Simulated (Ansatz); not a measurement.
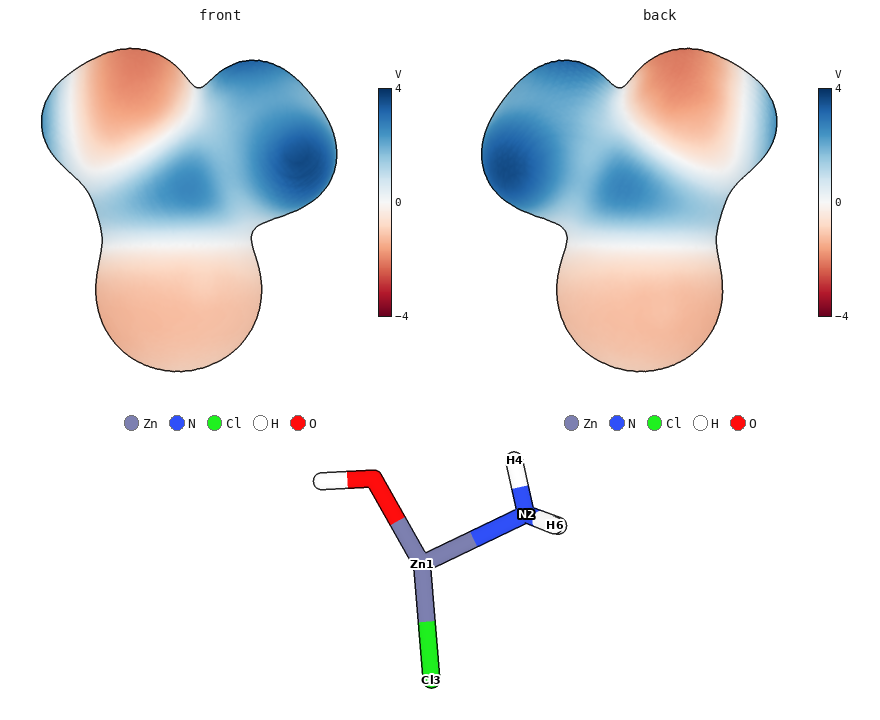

*ClH4NOZn. The molecular electrostatic potential painted on the density surface at 0.004 e/bohr³, seen from the front and from behind; the colour scale runs from red (negative) to blue (positive). The bare structure is drawn below in the same view.*

The product side of a reaction path; geometry: PBE0-D4/def2-TZVP; a saddle point, not a minimum.

Computed with Ansatz, RKS PBE0-D4/def2-TZVPP.

The calculation's input:

```
crystal:
  periodic: [false, false, false]
  atoms:
    - {symbol: Zn, position_ang: [-0.936296, 0.342821, -0.035060]}
    - {symbol: N, position_ang: [0.988631, -0.434838, -0.523087]}
    - {symbol: Cl, position_ang: [-2.139248, 0.560255, -1.791801]}
    - {symbol: H, position_ang: [1.449112, -0.495195, 0.379762]}
    - {symbol: O, position_ang: [-0.580745, 0.441759, 1.741751]}
    - {symbol: H, position_ang: [0.967605, -1.356683, -0.942751]}
    - {symbol: H, position_ang: [1.534068, 0.166543, -1.129073]}
    - {symbol: H, position_ang: [-1.283128, 0.775337, 2.300259]}
basis:
  gaussian: {orbitals: def2-TZVPP}
hamiltonian: {xc: pbe0, dispersion: d4}
output: {orbitals: {seedname: orbitals}}
```

Launched as:

```sh
ansatz run in.yaml --threads 8 --pin off --events-out ev --progress --plain --max-ram 19148MiB
```

**Which sites attract a positive test charge, and which a negative one?**

A positive charge is drawn to the negative regions and a negative charge to the positive ones. The most negative region (about −2.0 V) lies over O5, the most positive (about +3.6 V) over H6 and H7. O5 is the likeliest acceptor of a hydrogen bond.
